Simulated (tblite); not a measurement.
**Geometry relaxation, with input and output: CH$_{7}$O$_{2}$Si$_{2}$**

CH$_{7}$O$_{2}$Si$_{2}$, multiplicity 2, computed with GFN2-xTB geometry optimisation, gas phase (tblite 0.8.0).

It belongs to a series of runs on one base structure; here: H added to O.

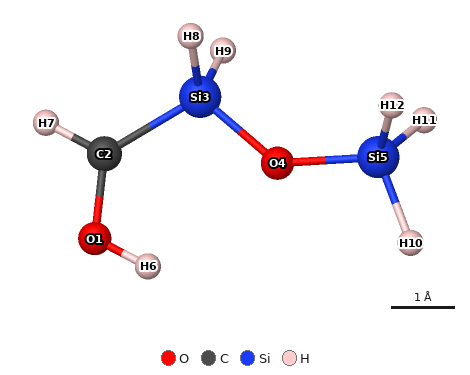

Figure 1. The starting structure (ball-and-stick view, seen at a tilt; atoms are numbered from 1 in the order of the input). Bond lengths as drawn: C–H 1.09 Å, C–O 1.37 Å, C–Si 1.80 Å, H–O 0.99 Å, H–Si 1.48 to 1.49 Å and O–Si 1.65 to 1.67 Å.

Key numbers

```csv
quantity,value
outcome,converged
total energy,−471.7752 eV
hardware,"1 CPU thread, shared host"
peak memory,0.18 GiB
```

Input
```
{"job": {"kind": "relax", "xc": "GFN2-xTB", "basis": "xTB"}, "charge": 0, "multiplicity": 2}
O      2.463600     1.242700    -0.463900
C      2.048500     0.547400     0.637900
Si     0.448500    -0.248200     0.848200
O     -0.493500     0.006300    -0.512500
Si    -2.009500    -0.401300    -1.026000
H      1.759500     1.277800    -1.155900
H      2.817100     0.509500     1.406900
H     -0.254700     0.325800     2.025300
H      0.612700    -1.704200     1.057000
H     -2.216600     0.159600    -2.386400
H     -2.149000    -1.876600    -1.084200
H     -3.025500     0.160500    -0.107800
```

The first line tells a small driver script what to run in tblite; the rest is the geometry in Å.

Launch command:
```bash
OMP_NUM_THREADS=1 python <driver script> task.json out
```

Log
```
step      E/eV     max force
  0    -471.54356    1.690
  1    -471.60205    0.622
  2    -471.62314    0.401
  3    -471.64741    0.352
  4    -471.65376    0.295
  5    -471.66408    0.260
  6    -471.66975    0.267
  7    -471.68017    0.340
  8    -471.68748    0.234
  9    -471.69236    0.183
 10    -471.69528    0.143
 11    -471.69803    0.151
 12    -471.70046    0.164
 13    -471.70270    0.154
 14    -471.70507    0.162
 15    -471.70780    0.156
 16    -471.71050    0.162
 17    -471.71276    0.131
 18    -471.71502    0.137
 19    -471.71814    0.185
 20    -471.72233    0.293
 21    -471.72697    0.323
 22    -471.73156    0.239
 23    -471.73610    0.182
 24    -471.74121    0.269
 25    -471.74670    0.240
 26    -471.75100    0.177
 27    -471.75467    0.194
 28    -471.75835    0.156
 29    -471.76072    0.153
 30    -471.76206    0.101
 31    -471.76287    0.077
 32    -471.76352    0.098
 33    -471.76418    0.079
 34    -471.76490    0.042
 35    -471.76528    0.047
 36    -471.76584    0.068
 37    -471.76646    0.077
 38    -471.76741    0.091
 39    -471.76879    0.116
 40    -471.77069    0.110
 41    -471.77247    0.112
 42    -471.77371    0.089
 43    -471.77433    0.051
 44    -471.77458    0.031
 45    -471.77476    0.041
 46    -471.77493    0.040
 47    -471.77506    0.031
 48    -471.77515    0.018
 49    -471.77521    0.013
 50    -471.77523    0.012
 51    -471.77525    0.009
```

Trajectory as extended XYZ (Å, eV, eV/Å), 18 of the 52 frames kept, from step=0 to step=51
```
12
Properties=species:S:1:pos:R:3:forces:R:3 step=0 energy=-471.54356
O     2.4636    1.2427   -0.4639   -0.4350  -0.0840  -0.1790
C     2.0485    0.5474    0.6379    1.1400   0.8440  -0.7700
Si    0.4485   -0.2482    0.8482   -1.5710  -0.6100   0.1210
O    -0.4935    0.0063   -0.5125   -0.2020  -0.3150   0.4310
Si   -2.0095   -0.4013   -1.0260    0.0800   0.0150  -0.0450
H     1.7595    1.2778   -1.1559    0.4910  -0.1680   0.7720
H     2.8171    0.5095    1.4069   -0.1790   0.0750  -0.3220
H    -0.2547    0.3258    2.0253    0.0010  -0.1230  -0.2790
H     0.6127   -1.7042    1.0570   -0.1420   0.1520  -0.1090
H    -2.2166    0.1596   -2.3864    0.3430  -0.0540   0.4260
H    -2.1490   -1.8766   -1.0842    0.1480   0.3680   0.0810
H    -3.0255    0.1605   -0.1078    0.3270  -0.1000  -0.1270
12
Properties=species:S:1:pos:R:3:forces:R:3 step=3 energy=-471.64741
O     2.4776    1.2547   -0.4750   -0.1400  -0.0610   0.0170
C     2.0506    0.5606    0.6104   -0.0310  -0.0230   0.0120
Si    0.4069   -0.2624    0.8523    0.3380   0.0940  -0.0240
O    -0.5148   -0.0158   -0.4885   -0.0270  -0.0570   0.0840
Si   -2.0061   -0.4012   -1.0267   -0.0740  -0.0420   0.0710
H     1.7647    1.2659   -1.1276    0.0480   0.0150  -0.0030
H     2.8127    0.5180    1.3848   -0.1760   0.0380  -0.2410
H    -0.2627    0.3196    2.0118   -0.1940   0.0230   0.0510
H     0.5997   -1.7005    1.0491   -0.1220  -0.0880  -0.0510
H    -2.1877    0.1590   -2.3590    0.2670   0.1310  -0.0310
H    -2.1374   -1.8532   -1.0778    0.0720  -0.0650   0.0390
H    -3.0022    0.1544   -0.1150    0.0390   0.0350   0.0760
12
Properties=species:S:1:pos:R:3:forces:R:3 step=6 energy=-471.66975
O     2.4759    1.2565   -0.4778   -0.0720   0.0180  -0.0920
C     2.0416    0.5625    0.5966    0.0530   0.0350  -0.0310
Si    0.4190   -0.2606    0.8560   -0.2090  -0.1060   0.1280
O    -0.5250   -0.0310   -0.4683    0.0880   0.0350   0.0050
Si   -2.0099   -0.4051   -1.0201    0.0590   0.0040   0.0070
H     1.7644    1.2634   -1.1247   -0.0810   0.0700  -0.2290
H     2.7992    0.5254    1.3566    0.1260  -0.0220   0.1570
H    -0.2867    0.3179    2.0087   -0.0340  -0.0310  -0.0400
H     0.5799   -1.7080    1.0396   -0.0490  -0.0190  -0.0130
H    -2.1423    0.1747   -2.3505    0.2000   0.0970  -0.0190
H    -2.1245   -1.8538   -1.0706    0.0080  -0.1460   0.0090
H    -2.9905    0.1573   -0.1067   -0.0890   0.0660   0.1170
12
Properties=species:S:1:pos:R:3:forces:R:3 step=9 energy=-471.69236
O     2.4573    1.2601   -0.4976   -0.0970  -0.0140  -0.0570
C     2.0348    0.5648    0.5827   -0.0400  -0.0440   0.0620
Si    0.4140   -0.2700    0.8762   -0.0590  -0.0110  -0.0330
O    -0.5251   -0.0427   -0.4467    0.0170   0.0560  -0.0830
Si   -2.0070   -0.4094   -1.0096    0.0440   0.0160   0.0060
H     1.7530    1.2717   -1.1561   -0.0640   0.0040  -0.0670
H     2.7991    0.5317    1.3422    0.0620   0.0140   0.0240
H    -0.3228    0.3122    2.0032    0.0230  -0.0220   0.0480
H     0.5487   -1.7224    1.0277    0.0210  -0.0190   0.0620
H    -2.0552    0.2078   -2.3405    0.0770  -0.0430   0.1600
H    -2.1081   -1.8732   -1.0607   -0.0380   0.1370  -0.0100
H    -2.9875    0.1688   -0.0821    0.0560  -0.0730  -0.1120
12
Properties=species:S:1:pos:R:3:forces:R:3 step=12 energy=-471.70046
O     2.4375    1.2571   -0.5078   -0.0530  -0.0570   0.0680
C     2.0297    0.5620    0.5842   -0.0230   0.0120  -0.0410
Si    0.4053   -0.2750    0.8797    0.1050   0.0220   0.0010
O    -0.5190   -0.0373   -0.4506    0.0880   0.0410   0.0040
Si   -1.9992   -0.4087   -1.0048    0.0530   0.0160   0.0250
H     1.7391    1.2742   -1.1751   -0.0710  -0.0690   0.0830
H     2.8059    0.5354    1.3402   -0.0850   0.0290  -0.1370
H    -0.3303    0.3069    2.0078    0.0150  -0.0290   0.0340
H     0.5420   -1.7287    1.0328    0.0040   0.0130   0.0500
H    -2.0186    0.2143   -2.3209    0.0220   0.0320  -0.0480
H    -2.1091   -1.8647   -1.0594   -0.0360   0.0090  -0.0110
H    -2.9822    0.1639   -0.0873   -0.0210  -0.0200  -0.0260
12
Properties=species:S:1:pos:R:3:forces:R:3 step=15 energy=-471.70780
O     2.4109    1.2495   -0.5147    0.0450   0.0750  -0.1210
C     2.0178    0.5599    0.5785    0.0100   0.0190  -0.0330
Si    0.4082   -0.2789    0.8865   -0.0850  -0.0530   0.1010
O    -0.4998   -0.0272   -0.4517    0.0380  -0.0080   0.0410
Si   -1.9807   -0.4039   -0.9975    0.0600   0.0490  -0.0620
H     1.7112    1.2639   -1.1798   -0.1180  -0.0790   0.0640
H     2.8019    0.5445    1.3171    0.0540  -0.0020   0.0560
H    -0.3362    0.2956    2.0168    0.0430  -0.0360  -0.0070
H     0.5341   -1.7332    1.0458    0.0100   0.0170   0.0340
H    -1.9726    0.2273   -2.3069   -0.0170   0.0430  -0.1070
H    -2.1144   -1.8543   -1.0592    0.0050  -0.0590  -0.0090
H    -2.9792    0.1562   -0.0960   -0.0450   0.0360   0.0430
12
Properties=species:S:1:pos:R:3:forces:R:3 step=18 energy=-471.71502
O     2.3871    1.2476   -0.5324   -0.0830  -0.0240  -0.0300
C     2.0113    0.5611    0.5708    0.0780   0.0130   0.0400
Si    0.4079   -0.2861    0.9023    0.0690   0.0350  -0.0350
O    -0.4760   -0.0172   -0.4495   -0.1080  -0.0740   0.0400
Si   -1.9571   -0.3928   -0.9996   -0.0820  -0.0010  -0.0600
H     1.6658    1.2414   -1.1735   -0.0900  -0.0290  -0.0150
H     2.8036    0.5529    1.3011    0.0640   0.0050   0.0510
H    -0.3340    0.2810    2.0290   -0.0210   0.0220   0.0690
H     0.5313   -1.7361    1.0659    0.0150  -0.0490   0.0200
H    -1.9382    0.2437   -2.3108   -0.0160   0.0040  -0.0240
H    -2.1199   -1.8484   -1.0617    0.0740   0.0800  -0.0110
H    -2.9807    0.1521   -0.1028    0.0990   0.0180  -0.0420
12
Properties=species:S:1:pos:R:3:forces:R:3 step=21 energy=-471.72697
O     2.3349    1.2421   -0.5695   -0.1880  -0.1740   0.1960
C     2.0172    0.5664    0.5649   -0.0270  -0.0410   0.0610
Si    0.4171   -0.2930    0.9255    0.1100   0.0320  -0.0280
O    -0.4624   -0.0206   -0.4325   -0.0650  -0.0620   0.0660
Si   -1.9355   -0.3734   -1.0193   -0.0410  -0.0190   0.0140
H     1.5716    1.1962   -1.1619    0.0300   0.0200  -0.0130
H     2.8230    0.5682    1.2873   -0.0070   0.0750  -0.1630
H    -0.3318    0.2612    2.0597    0.0310   0.0290  -0.0130
H     0.5309   -1.7479    1.1013    0.0320   0.0500  -0.0270
H    -1.8902    0.2720   -2.3277   -0.0160  -0.0190   0.0300
H    -2.1102   -1.8257   -1.0693    0.0790   0.0260  -0.0720
H    -2.9634    0.1538   -0.1197    0.0620   0.0840  -0.0510
12
Properties=species:S:1:pos:R:3:forces:R:3 step=24 energy=-471.74121
O     2.2463    1.2162   -0.5958    0.0330   0.0320  -0.0330
C     2.0101    0.5633    0.5641   -0.0910  -0.0500   0.0220
Si    0.4329   -0.3029    0.9572   -0.2010  -0.1110   0.1410
O    -0.4531   -0.0348   -0.3979    0.0570   0.0090   0.0370
Si   -1.9091   -0.3525   -1.0372    0.0800  -0.0020   0.0420
H     1.4582    1.1439   -1.1530    0.0030  -0.0130   0.0280
H     2.8476    0.6012    1.2409    0.0680   0.0560  -0.0590
H    -0.3296    0.2396    2.0918    0.0720   0.0490  -0.0430
H     0.5295   -1.7568    1.1380    0.0710   0.0120  -0.0390
H    -1.8134    0.3083   -2.3348   -0.0340  -0.0190   0.0180
H    -2.0849   -1.7966   -1.0891    0.0320  -0.1280  -0.1270
H    -2.9334    0.1703   -0.1455   -0.0900   0.1640   0.0120
12
Properties=species:S:1:pos:R:3:forces:R:3 step=27 energy=-471.75467
O     2.1591    1.1881   -0.6163    0.0470   0.0630  -0.0840
C     1.9948    0.5547    0.5677    0.0290   0.0450  -0.0610
Si    0.4335   -0.3228    1.0030    0.0380   0.0030  -0.0040
O    -0.4400   -0.0497   -0.3579    0.0070   0.0270  -0.0320
Si   -1.8771   -0.3337   -1.0492   -0.0460  -0.0550   0.0710
H     1.3467    1.0873   -1.1332   -0.0120  -0.0230   0.0320
H     2.8773    0.6428    1.1812   -0.0410  -0.0360   0.0360
H    -0.3152    0.2303    2.1236   -0.0690   0.1150   0.1400
H     0.5442   -1.7663    1.1698    0.0570  -0.1750  -0.0010
H    -1.7556    0.3376   -2.3429   -0.0020  -0.0330   0.0730
H    -2.0529   -1.7825   -1.1320    0.0040   0.0020  -0.0980
H    -2.9137    0.2134   -0.1749   -0.0120   0.0680  -0.0710
12
Properties=species:S:1:pos:R:3:forces:R:3 step=30 energy=-471.76206
O     2.1413    1.1852   -0.6257   -0.0210  -0.0130   0.0140
C     1.9923    0.5555    0.5644    0.0150   0.0190  -0.0230
Si    0.4337   -0.3304    1.0192    0.0960   0.0320  -0.0070
O    -0.4384   -0.0539   -0.3465   -0.0190  -0.0280   0.0490
Si   -1.8739   -0.3353   -1.0449   -0.0070  -0.0030   0.0050
H     1.3186    1.0698   -1.1219   -0.0120   0.0080  -0.0330
H     2.8828    0.6517    1.1673   -0.0730  -0.0450   0.0270
H    -0.3119    0.2445    2.1443    0.0230  -0.0090  -0.0110
H     0.5609   -1.7842    1.1751    0.0060   0.0340   0.0060
H    -1.7517    0.3373   -2.3374    0.0230  -0.0130   0.0460
H    -2.0405   -1.7829   -1.1628   -0.0230   0.0230  -0.0290
H    -2.9121    0.2422   -0.1925   -0.0060  -0.0050  -0.0430
12
Properties=species:S:1:pos:R:3:forces:R:3 step=33 energy=-471.76418
O     2.1130    1.1795   -0.6378    0.0130   0.0250  -0.0370
C     1.9885    0.5576    0.5569   -0.0240  -0.0140   0.0080
Si    0.4434   -0.3336    1.0328   -0.0500  -0.0150   0.0270
O    -0.4354   -0.0602   -0.3296   -0.0170  -0.0300   0.0460
Si   -1.8636   -0.3315   -1.0439    0.0270   0.0050   0.0040
H     1.2831    1.0538   -1.1214    0.0100   0.0070  -0.0070
H     2.8805    0.6572    1.1530    0.0110  -0.0070   0.0230
H    -0.3109    0.2410    2.1560    0.0660  -0.0250  -0.0360
H     0.5629   -1.7895    1.1859    0.0230   0.0560   0.0130
H    -1.7182    0.3471   -2.3274    0.0200   0.0170  -0.0200
H    -2.0353   -1.7743   -1.1784   -0.0310  -0.0250  -0.0200
H    -2.9067    0.2523   -0.2075   -0.0480   0.0070  -0.0010
12
Properties=species:S:1:pos:R:3:forces:R:3 step=36 energy=-471.76584
O     2.1014    1.1783   -0.6447    0.0250  -0.0020   0.0260
C     1.9861    0.5585    0.5533    0.0010   0.0000   0.0020
Si    0.4476   -0.3354    1.0418    0.0070  -0.0020  -0.0200
O    -0.4405   -0.0704   -0.3125   -0.0270  -0.0050  -0.0180
Si   -1.8601   -0.3306   -1.0433   -0.0580  -0.0080  -0.0250
H     1.2681    1.0466   -1.1202    0.0080   0.0130  -0.0190
H     2.8782    0.6575    1.1501    0.0150   0.0170  -0.0200
H    -0.2981    0.2405    2.1608    0.0040   0.0200   0.0650
H     0.5729   -1.7859    1.1932    0.0320  -0.0350   0.0310
H    -1.7064    0.3511   -2.3253    0.0350   0.0180  -0.0100
H    -2.0367   -1.7730   -1.1949   -0.0280   0.0090   0.0020
H    -2.9113    0.2621   -0.2197   -0.0150  -0.0240  -0.0130
12
Properties=species:S:1:pos:R:3:forces:R:3 step=39 energy=-471.76879
O     2.1131    1.1851   -0.6458   -0.0250  -0.0430   0.0610
C     1.9851    0.5602    0.5502    0.0390   0.0140   0.0000
Si    0.4486   -0.3356    1.0418    0.0310   0.0120   0.0040
O    -0.4624   -0.0864   -0.2976   -0.0340  -0.0130  -0.0130
Si   -1.8765   -0.3375   -1.0436   -0.0050   0.0330  -0.0710
H     1.2840    1.0585   -1.1321    0.0600   0.0180   0.0240
H     2.8719    0.6492    1.1609   -0.0330   0.0380  -0.1040
H    -0.2719    0.2489    2.1738   -0.0150   0.0000   0.0480
H     0.5995   -1.7826    1.2040    0.0030  -0.0380   0.0260
H    -1.6961    0.3520   -2.3199    0.0170   0.0060   0.0020
H    -2.0588   -1.7767   -1.2159   -0.0270   0.0100   0.0230
H    -2.9353    0.2642   -0.2369   -0.0110  -0.0360   0.0010
12
Properties=species:S:1:pos:R:3:forces:R:3 step=42 energy=-471.77371
O     2.0602    1.1743   -0.6676   -0.0310  -0.0010  -0.0400
C     1.9708    0.5610    0.5362    0.0090   0.0030  -0.0070
Si    0.4582   -0.3483    1.0759   -0.0020   0.0040   0.0260
O    -0.4916   -0.1263   -0.2418   -0.0250  -0.0300   0.0350
Si   -1.8730   -0.3264   -1.0628    0.0840   0.0290   0.0060
H     1.2227    1.0333   -1.1353    0.0580   0.0150   0.0320
H     2.8749    0.6729    1.1133    0.0040   0.0160  -0.0220
H    -0.2281    0.2428    2.2292   -0.0190  -0.0170  -0.0130
H     0.6425   -1.7909    1.2583   -0.0230  -0.0070  -0.0030
H    -1.5959    0.3885   -2.3091   -0.0350  -0.0130   0.0020
H    -2.0830   -1.7577   -1.2675   -0.0150   0.0130  -0.0010
H    -2.9565    0.2761   -0.2901   -0.0060  -0.0110  -0.0170
12
Properties=species:S:1:pos:R:3:forces:R:3 step=45 energy=-471.77476
O     2.0258    1.1664   -0.6823    0.0240   0.0030   0.0040
C     1.9646    0.5620    0.5278    0.0010  -0.0040   0.0050
Si    0.4660   -0.3544    1.0973    0.0080  -0.0060   0.0080
O    -0.5004   -0.1461   -0.2095    0.0100  -0.0050   0.0200
Si   -1.8587   -0.3178   -1.0686   -0.0010  -0.0060   0.0120
H     1.1812    1.0125   -1.1280   -0.0160   0.0140  -0.0350
H     2.8785    0.6883    1.0847    0.0210   0.0090   0.0040
H    -0.2174    0.2375    2.2504   -0.0160  -0.0030   0.0080
H     0.6533   -1.7966    1.2791   -0.0090  -0.0070   0.0030
H    -1.5552    0.4038   -2.3043   -0.0150   0.0000  -0.0070
H    -2.0819   -1.7443   -1.2922   -0.0090   0.0110  -0.0040
H    -2.9546    0.2881   -0.3156    0.0000  -0.0060  -0.0170
12
Properties=species:S:1:pos:R:3:forces:R:3 step=48 energy=-471.77515
O     2.0254    1.1668   -0.6852    0.0050  -0.0050   0.0080
C     1.9643    0.5624    0.5256    0.0050   0.0030  -0.0030
Si    0.4691   -0.3561    1.1035    0.0090  -0.0020   0.0150
O    -0.5103   -0.1580   -0.1938    0.0060   0.0060  -0.0060
Si   -1.8594   -0.3183   -1.0685   -0.0060   0.0030  -0.0120
H     1.1817    1.0168   -1.1350    0.0030   0.0060  -0.0040
H     2.8796    0.6906    1.0816   -0.0040   0.0050  -0.0110
H    -0.2108    0.2382    2.2583   -0.0040  -0.0090   0.0020
H     0.6610   -1.7978    1.2858   -0.0050  -0.0020   0.0070
H    -1.5471    0.4063   -2.3014   -0.0040  -0.0030   0.0060
H    -2.0902   -1.7411   -1.3036   -0.0010  -0.0040   0.0000
H    -2.9620    0.2895   -0.3285   -0.0050   0.0020   0.0000
12
Properties=species:S:1:pos:R:3:forces:R:3 step=51 energy=-471.77525
O     2.0363    1.1687   -0.6807   -0.0030   0.0000  -0.0050
C     1.9667    0.5621    0.5282    0.0010   0.0020  -0.0030
Si    0.4673   -0.3544    1.0984    0.0000   0.0020  -0.0040
O    -0.5046   -0.1502   -0.2048   -0.0030   0.0000  -0.0020
Si   -1.8615   -0.3199   -1.0670    0.0000  -0.0030   0.0070
H     1.1949    1.0237   -1.1368    0.0060   0.0010   0.0060
H     2.8797    0.6878    1.0880    0.0020   0.0010   0.0000
H    -0.2181    0.2377    2.2512   -0.0010  -0.0070   0.0010
H     0.6539   -1.7972    1.2794   -0.0030   0.0020   0.0060
H    -1.5619    0.4014   -2.3039   -0.0010   0.0020  -0.0020
H    -2.0901   -1.7446   -1.2935    0.0020  -0.0010  -0.0020
H    -2.9614    0.2844   -0.3197   -0.0010   0.0030  -0.0020
```

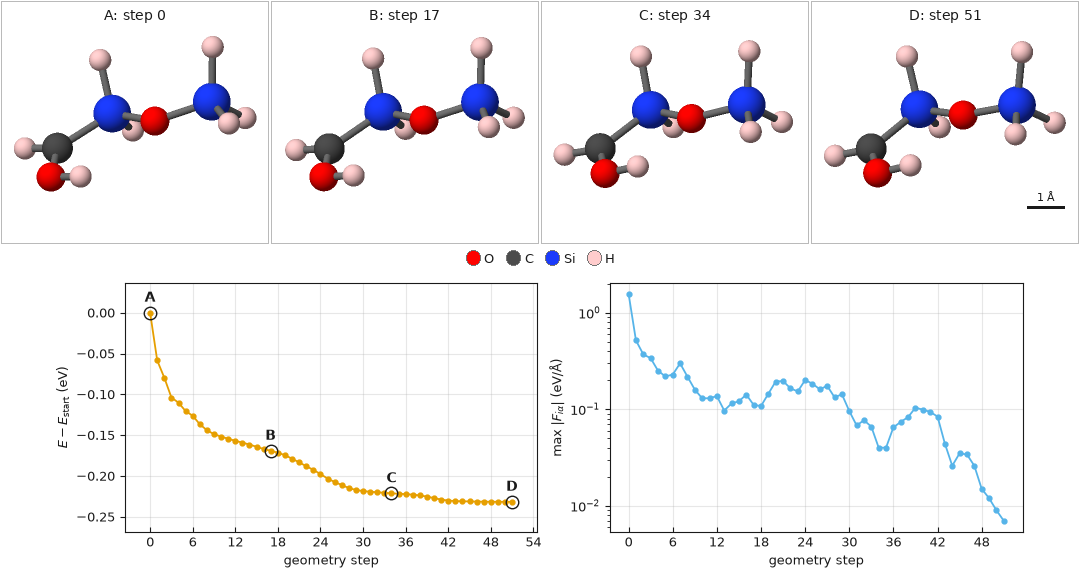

Figure 2. Frames of the relaxation (ball-and-stick view, seen at a tilt) above the curves, on which the letters mark them (steps are counted from 0).

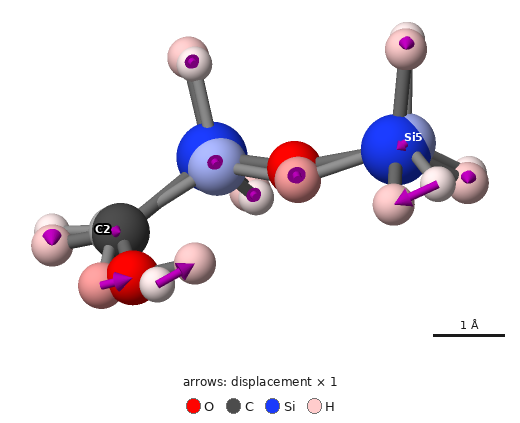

Figure 3. Start (faint) and end (solid) with the displacements as pink arrows, at true length (ball-and-stick view, seen at a tilt). The two geometries are laid on each other by the best rigid fit. After 51 geometry steps the energy has fallen by 0.232 eV. Largest force component: 1.6 eV/Å at the start, 0.007 eV/Å at the end. H10 moves most after the best rigid fit: 0.70 Å. By element the largest moves are H 0.70 Å, O 0.49 Å, Si 0.27 Å, C 0.14 Å. Among the contacts that change: C2–Si3 1.799 → 1.848 Å, Si3–O4 1.674 → 1.638 Å, O4–Si5 1.652 → 1.617 Å, Si5–H10 1.486 → 1.463 Å. Among the angles that change: Si3–O4–Si5 137.0° → 155.4°, C2–Si3–O4 109.8° → 100.0°, O4–Si5–H10 108.6° → 103.1°. (Atoms are counted from 1 in the order of the input.)
